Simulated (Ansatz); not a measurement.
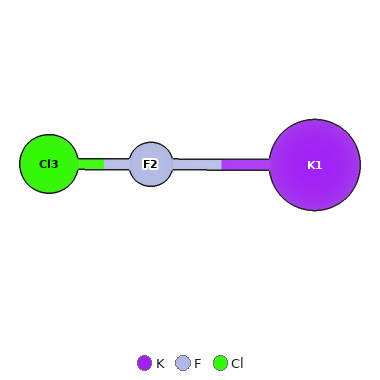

The system is K⁺ + FCl; the picture shows the reference structure. First axis: distance K1–F2. Second axis: distance F2–Cl3. Nothing is relaxed (the angle K1–F2–Cl3 is fixed at 180 degrees). The grid has 17 × 17 points. Energies: kJ/mol, counted from the lowest grid point. The reference is spin-restricted, so regions where a bond is pulled apart into radicals lie too high. Theory: RKS PBE0-D4/def2-SVPD in Ansatz 0.2.0.

Its coordinates:

```tsv
atom	x (Å)	y (Å)	z (Å)
K	-2.6500	0.0000	0.0000
F	0.0000	0.0000	0.0000
Cl	1.6490	0.0000	0.0000
```

Range: distance K1–F2 from 2.104 to 3.704 Å; distance F2–Cl3 from 1.296 to 2.896 Å.

Q: What landscape does the calculation give?

A: The lowest grid point is at distance K1–F2 = 2.650 Å, distance F2–Cl3 = 1.649 Å. The highest grid point, distance K1–F2 = 2.104 Å, distance F2–Cl3 = 1.296 Å, lies 442 kJ/mol above the lowest.

| distance F2–Cl3 ↓, distance K1–F2 → | 2.148 | 2.286 | 2.457 | 2.650 | 2.861 | 3.087 | 3.325 | 3.575 |
| --- | --- | --- | --- | --- | --- | --- | --- | --- |
| 2.767 | 350 | 335 | 330 | 332 | 337 | 343 | 349 | 354 |
| 2.517 | 287 | 272 | 267 | 268 | 273 | 278 | 283 | 288 |
| 2.279 | 211 | 195 | 189 | 190 | 194 | 198 | 203 | 208 |
| 2.053 | 129 | 112 | 104 | 105 | 108 | 112 | 116 | 120 |
| 1.842 | 58 | 40 | 31 | 31 | 33 | 36 | 40 | 44 |
| 1.649 | 32 | 12 | 2 | 0 | 2 | 4 | 7 | 10 |
| 1.478 | 104 | 82 | 70 | 66 | 67 | 68 | 70 | 72 |
| 1.340 | 313 | 289 | 276 | 271 | 270 | 269 | 270 | 272 |

The table holds every second grid line.

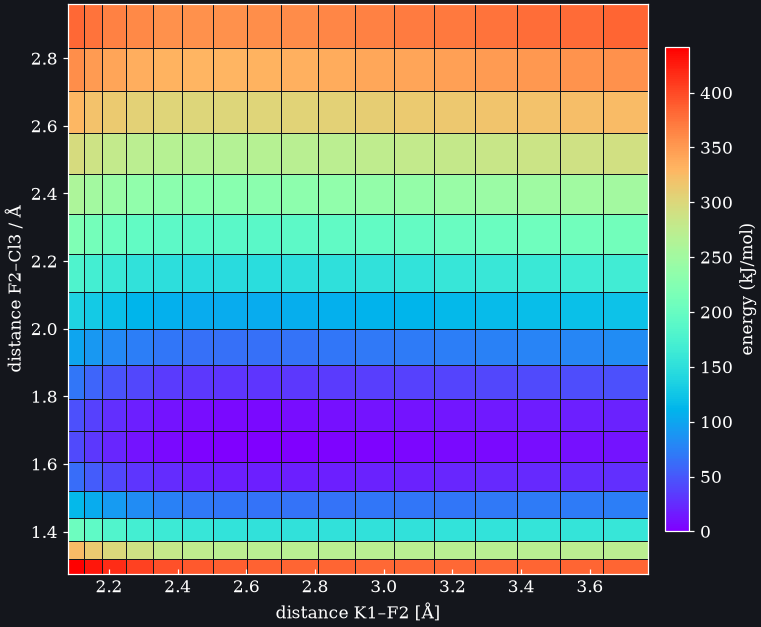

The picture shows one coloured cell a grid point.

The whole map (289 points run) took 20 min on 1 thread of Arm Neoverse V1 (shared host).
